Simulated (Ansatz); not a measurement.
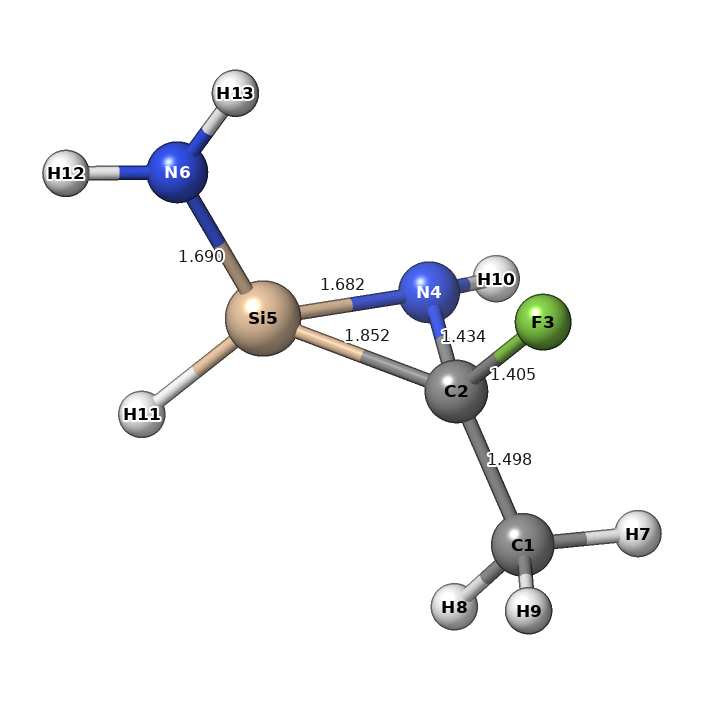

The numbers beside the sticks are distances in Å. Sticks don't show bond order. The geometry was computed by an optimisation with PBE0-D4/def2-TZVP. No frequency run is at hand to confirm it as a minimum.

Q: Assign a bond order to each marked bond.

A: C1–C2 single; C2–F3 single; C2–N4 single; C2–Si5 single; N4–Si5 single; Si5–N6 single.

Q: Give the structure as SMILES.

A: C[C@@]1(F)N[Si@@H]1N
